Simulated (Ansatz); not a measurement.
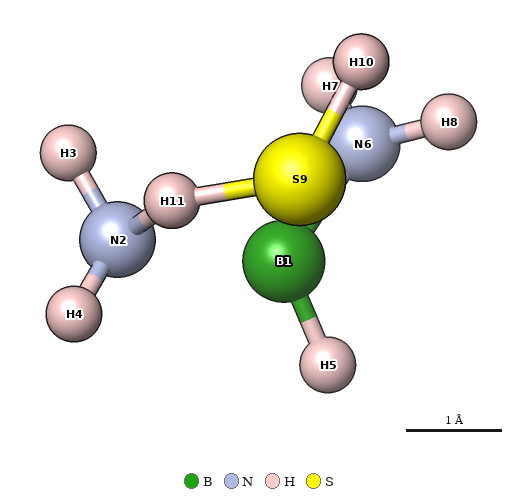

*The input geometry (ball-and-stick view, seen at a tilt; atoms are numbered from 1 in the order of the input).*

Bond lengths as drawn: B–H 1.19 Å, B–N 1.55 Å, H–N 1.06 to 1.15 Å and H–S 1.40 to 1.42 Å.

## BN$_{2}$H$_{7}$S: geometry relaxation (part 1 of 2)

BN$_{2}$H$_{7}$S, computed with RKS PBE0-D4/def2-SVP (Ansatz 0.2.0).

The input holds or restrains some coordinates. Forces given for the steps count only the free coordinates. It belongs to a series of runs on one base structure; here: pulled along the bonds that form and break, towards end B. Figures and captions count atoms from 1; the log counts them from 0 in places.

### What the program printed
```
The last accepted step is kept in [file] (removed where the run ends without a failure and the disk answers)
Engine: ansatz 0.2.0, aarch64-unknown-linux-gnu
Functional definition: PBE0
  parameter a = 0.25
  parameter kappa = 0.804
  parameter beta = 0.06672455060314922
  exchange = (1 - a)*pbe_x(kappa = kappa, mu = beta*pi^2/3) + a*exact_x
  correlation = pbe_c(beta = beta)
1051 factors; integrals over basis functions are off by at most 4.2e-4 eV
mean field evaluation 1: about -14580.5708 eV, gradient 6.2e1 eV
mean field evaluation 2: about -14571.6719 eV, gradient 8.6e1 eV
mean field evaluation 4: about -14588.2969 eV, gradient 3.1e0 eV
mean field evaluation 8: about -14588.3649 eV, gradient 6.8e-2 eV
mean field evaluation 16: about -14588.3649 eV, gradient 2.4e-5 eV
mean field -14588.36494372 eV, -536.1125233329 hartree, gradient 2.4e-5 eV, S^2 0.000000; 0 other end points of the search recorded, 0 dependent functions left out
the calculation of the forces begins
reference -14588.36496997 eV, -536.1125242976 hartree; 21, 21 occupied and 74, 74 virtual orbitals, 1051 factors
relax step   1: F+E_penalty+E_count = -14588.54044223 eV  Δ(F+E_penalty+E_count) = +0.000e0 eV  max|allowed force component| = 6.143e0 eV/Å  E_restraint = 33.21534176 eV  max|allowed force component, restraints' pulls added| = 3.322e1 eV/Å  Δτ_max = 0.0000 Å  (27 SCF iters, accepted)
  distance B 0 - S 8 = 2.1900 Å
  distance H 10 - N 1 = 1.1497 Å
  distance B 0 - N 1 = 1.9000 Å
  distance H 10 - S 8 = 1.4194 Å
these checks for a lower state are left out or cut short: starts, cluster_reference, orbital_swaps, neighbouring_geometries, increment
1051 factors; integrals over basis functions are off by at most 6.6e-4 eV
mean field -14589.68079250 eV, -536.1608798836 hartree, gradient 8.6e-6 eV, S^2 0.000000; 0 other end points of the search recorded, 0 dependent functions left out
[... from here on the field's lines of each further geometry are left out, up to the last ...]
relax step   2: F+E_penalty+E_count = -14589.85328496 eV  Δ(F+E_penalty+E_count) = -1.313e0 eV  max|allowed force component| = 3.381e0 eV/Å  E_restraint = 16.16051485 eV  max|allowed force component, restraints' pulls added| = 2.184e1 eV/Å  Δτ_max = 0.1985 Å  (35 SCF iters, accepted)
relax step   3: F+E_penalty+E_count = -14590.30310887 eV  Δ(F+E_penalty+E_count) = -4.498e-1 eV  max|allowed force component| = 3.106e0 eV/Å  E_restraint = 5.45526006 eV  max|allowed force component, restraints' pulls added| = 1.264e1 eV/Å  Δτ_max = 0.1948 Å  (29 SCF iters, accepted)
relax step   4: F+E_penalty+E_count = -14590.85194152 eV  Δ(F+E_penalty+E_count) = -5.488e-1 eV  max|allowed force component| = 2.601e0 eV/Å  E_restraint = 0.94851654 eV  max|allowed force component, restraints' pulls added| = 5.243e0 eV/Å  Δτ_max = 0.1947 Å  (29 SCF iters, accepted)
relax step   5: F+E_penalty+E_count = -14591.95840745 eV  Δ(F+E_penalty+E_count) = -1.106e0 eV  max|allowed force component| = 2.672e0 eV/Å  E_restraint = 0.01386277 eV  max|allowed force component, restraints' pulls added| = 2.189e0 eV/Å  Δτ_max = 0.1960 Å  (29 SCF iters, accepted)
relax step   6: F+E_penalty+E_count = -14592.67887902 eV  Δ(F+E_penalty+E_count) = -7.205e-1 eV  max|allowed force component| = 1.952e0 eV/Å  E_restraint = 0.02466560 eV  max|allowed force component, restraints' pulls added| = 1.952e0 eV/Å  Δτ_max = 0.1946 Å  (28 SCF iters, accepted)
relax step   7: F+E_penalty+E_count = -14592.99469388 eV  Δ(F+E_penalty+E_count) = -3.158e-1 eV  max|allowed force component| = 1.184e0 eV/Å  E_restraint = 0.01364442 eV  max|allowed force component, restraints' pulls added| = 1.184e0 eV/Å  Δτ_max = 0.2000 Å  (28 SCF iters, accepted)
relax step   8: F+E_penalty+E_count = -14593.15701036 eV  Δ(F+E_penalty+E_count) = -1.623e-1 eV  max|allowed force component| = 1.246e0 eV/Å  E_restraint = 0.01301300 eV  max|allowed force component, restraints' pulls added| = 1.246e0 eV/Å  Δτ_max = 0.1958 Å  (28 SCF iters, accepted)
relax step   9: F+E_penalty+E_count = -14593.22955324 eV  Δ(F+E_penalty+E_count) = -7.254e-2 eV  max|allowed force component| = 8.049e-1 eV/Å  E_restraint = 0.01468035 eV  max|allowed force component, restraints' pulls added| = 5.449e-1 eV/Å  Δτ_max = 0.1998 Å  (27 SCF iters, accepted)
relax step  10: F+E_penalty+E_count = -14593.26904834 eV  Δ(F+E_penalty+E_count) = -3.950e-2 eV  max|allowed force component| = 8.145e-1 eV/Å  E_restraint = 0.01199356 eV  max|allowed force component, restraints' pulls added| = 7.811e-1 eV/Å  Δτ_max = 0.1950 Å  (28 SCF iters, accepted)
relax step  11: F+E_penalty+E_count = -14593.26749617 eV  Δ(F+E_penalty+E_count) = +1.552e-3 eV  max|allowed force component| = 1.011e0 eV/Å  E_restraint = 0.01252042 eV  max|allowed force component, restraints' pulls added| = 4.635e-1 eV/Å  Δτ_max = 0.2000 Å  (28 SCF iters, rejected (line search))
relax step  12: F+E_penalty+E_count = -14593.29960686 eV  Δ(F+E_penalty+E_count) = -3.056e-2 eV  max|allowed force component| = 7.116e-1 eV/Å  E_restraint = 0.01320590 eV  max|allowed force component, restraints' pulls added| = 1.802e-1 eV/Å  Δτ_max = 0.0969 Å  (29 SCF iters, accepted)
the calculation of the forces begins
reference -14593.14621243 eV, -536.2882317171 hartree; 21, 21 occupied and 74, 74 virtual orbitals, 1051 factors
relax step  13: F+E_penalty+E_count = -14593.30206572 eV  Δ(F+E_penalty+E_count) = -2.459e-3 eV  max|allowed force component| = 6.967e-1 eV/Å  E_restraint = 0.01383138 eV  max|allowed force component, restraints' pulls added| = 1.223e-1 eV/Å  Δτ_max = 0.0731 Å  (29 SCF iters, accepted)
```

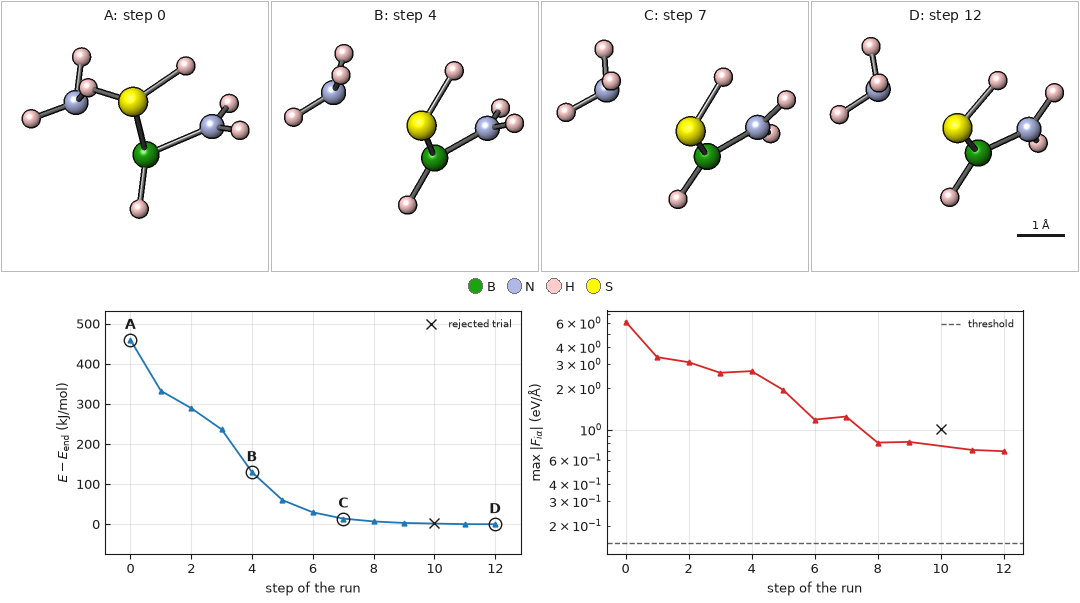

*Frames of the restrained relaxation (ball-and-stick view, seen at a tilt) above the curves, on which the letters mark them (the first geometry is step 0 here and step 1 in the log).*

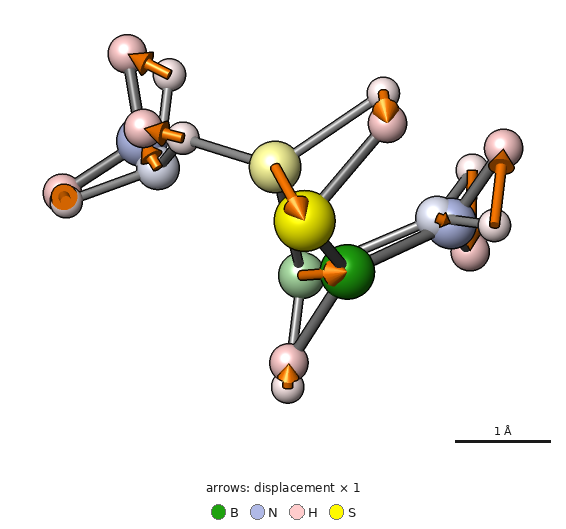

*Start (faint) and end (solid) with the displacements as orange arrows, at true length (ball-and-stick view, seen at a tilt). The two geometries are laid on each other by the best rigid fit.*

The atom that moves furthest after the best rigid fit is H8 (1.02 Å). Largest moves by element: H 1.02 Å, S 0.85 Å, B 0.82 Å, N 0.35 Å. Among the contacts that change: S9–H11 1.419 → 2.601 Å, B1–S9 2.190 → 1.870 Å, B1–N6 1.550 → 1.393 Å, N2–H11 1.150 → 1.037 Å. Bonds break: S9–H11 (1.42 → 2.60 Å). Among the angles that change: N6–B1–S9 84.6° → 123.1°, H3–N2–H4 120.0° → 106.3°, H3–N2–H11 93.0° → 106.5°. Over 12 geometry steps the energy falls by 459.4 kJ/mol. Largest force component: 6.1 eV/Å at the start, 0.7 eV/Å at the end. The line search rejected the trial step at point 10 (counted from 0) and went back. (Atoms are counted from 1 in the order of the input.)

```
  distance B 0 - S 8 = 1.8700 Å
  distance H 10 - N 1 = 1.0374 Å
  distance B 0 - N 1 = 2.7532 Å
  distance H 10 - S 8 = 2.6011 Å
1051 factors; integrals over basis functions are off by at most 5.3e-4 eV
mean field -14593.14618515 eV, -536.2882307146 hartree, gradient 8.5e-6 eV, S^2 0.000000; 1 other end points of the search recorded, 0 dependent functions left out
the calculation of the forces begins
reference -14593.14621243 eV, -536.2882317171 hartree; 21, 21 occupied and 74, 74 virtual orbitals, 1051 factors
Total energy: -14593.30209300 eV, -536.2939602223 hartree
Atom 0 at    -0.282125     0.627472    -0.439131 Å, force     0.107626     0.565597     0.049181 eV/Å
Atom 1 at    -0.135036    -0.072516     2.219505 Å, force    -0.038324     0.659927     0.063372 eV/Å
Atom 2 at    -0.800327    -0.349977     2.940441 Å, force     0.000560    -0.001350     0.000924 eV/Å
Atom 3 at     0.790865    -0.296487     2.582524 Å, force     0.002539    -0.002029    -0.005276 eV/Å
Atom 4 at     0.819965     0.134115    -0.472210 Å, force    -0.083436     0.045618    -0.003051 eV/Å
Atom 5 at    -1.398450    -0.054134    -0.918954 Å, force    -0.020952    -0.003511     0.013358 eV/Å
Atom 6 at    -1.351222    -1.039320    -1.138876 Å, force     0.003644    -0.006596    -0.008461 eV/Å
Atom 7 at    -2.337587     0.318488    -0.921797 Å, force    -0.004797     0.009456     0.002667 eV/Å
Atom 8 at    -0.311837     2.438459     0.025840 Å, force    -0.000597    -0.562183    -0.178413 eV/Å
Atom 9 at    -1.645385     2.641532    -0.068859 Å, force     0.004053    -0.008254     0.001342 eV/Å
Atom 10 at    -0.176562     0.962568     2.163415 Å, force     0.029684    -0.696675     0.064358 eV/Å
Dipole moment:    -0.431410    -0.306779     0.253281 e Å
```

### Trajectory as extended XYZ (Å, eV, eV/Å), 13 frames, from step=1 to step=13
```
11
Properties=species:S:1:pos:R:3:forces:R:3 step=1 energy=-14588.54044
B     0.0000    0.0000    0.0000   -4.0313   3.4122   0.6541
N     0.0000    0.0000    1.9000    0.8296  -1.6920   0.2357
H    -0.8770   -0.2713    2.4300    1.8822  -0.3218  -0.4210
H     0.8770    0.2713    2.4300   -1.2422  -1.5924  -0.4040
H     1.0305    0.0000   -0.5950    0.7531  -0.4487   0.5850
N    -1.3423    0.0000   -0.7750    0.0662  -2.8973   0.4106
H    -2.0112   -0.8164   -0.6764    1.0782   1.5513  -0.8639
H    -1.5914    0.8164   -1.4036    0.3688  -1.8934   1.3456
S    -0.6372    1.9782    0.6906   -0.5148   6.1429  -3.7948
H    -1.9264    2.2463    0.2151    1.1238  -0.4167   0.3628
H    -0.3497    1.0857    1.7562   -0.3134  -1.8443   1.8900
11
Properties=species:S:1:pos:R:3:forces:R:3 step=2 energy=-14589.85328
B    -0.0443    0.1105   -0.1189   -3.3806   3.1127   0.6976
N     0.0120   -0.0334    2.0337   -0.6379   1.4007  -2.6532
H    -0.8741   -0.2839    2.4540    0.5962  -1.1678   1.2214
H     0.8841    0.2568    2.4544    0.2284  -1.2993   1.2097
H     1.0407   -0.0037   -0.5964    0.5745  -0.4383   0.5886
N    -1.3546   -0.0191   -0.7919    0.1462  -2.0939  -0.1785
H    -2.0069   -0.8120   -0.6833    0.6425   0.6563  -0.8059
H    -1.5955    0.7975   -1.3951   -0.1483  -1.4271   0.9949
S    -0.6314    2.0650    0.5122    1.7156   2.6540  -0.6583
H    -1.9347    2.2491    0.2066    0.1096  -0.5992  -0.1596
H    -0.3231    0.9834    1.8968    0.1538  -0.7980  -0.2567
11
Properties=species:S:1:pos:R:3:forces:R:3 step=3 energy=-14590.30311
B    -0.0983    0.2351   -0.2437   -1.0689   2.6738   1.0180
N     0.0142   -0.0480    2.1378   -0.4102   0.6895  -3.1064
H    -0.8753   -0.3070    2.4842   -0.2153  -1.9060   2.0322
H     0.8965    0.2409    2.4829    1.1267  -1.3334   1.8992
H     1.0431   -0.0090   -0.5875   -0.1516  -0.2215   0.6941
N    -1.3614   -0.0365   -0.8082   -0.6187  -1.3251  -0.9605
H    -2.0001   -0.8133   -0.6917    0.3139  -0.0891  -0.6801
H    -1.6049    0.7821   -1.3857   -0.7263  -1.0584   0.6093
S    -0.6009    2.1370    0.3337    2.1393   1.4582  -0.2160
H    -1.9395    2.2363    0.2018    0.0247  -0.6748  -0.1126
H    -0.3011    0.8927    2.0481   -0.4135   1.7869  -1.1772
11
Properties=species:S:1:pos:R:3:forces:R:3 step=4 energy=-14590.85194
B    -0.1279    0.3686   -0.3467   -0.1747   1.3357   0.9381
N     0.0172   -0.0684    2.2132   -0.7687   1.7586  -2.6007
H    -0.8774   -0.3669    2.5395    0.3534  -1.8591   1.8170
H     0.9265    0.1996    2.5323    0.5974  -1.5395   1.6648
H     1.0325   -0.0083   -0.5665   -0.6752   0.1982   0.5832
N    -1.3754   -0.0525   -0.8389    0.0676  -0.4543  -0.6571
H    -1.9934   -0.8295   -0.7062    0.1548  -0.4715  -0.4924
H    -1.6437    0.7632   -1.3817   -1.2896  -0.6117   0.1023
S    -0.5505    2.2097    0.1603    1.1808   0.8164  -0.1713
H    -1.9271    2.2141    0.2028    0.7500  -0.5128  -0.0761
H    -0.3084    0.8806    2.1640   -0.1956   1.3400  -1.1077
```
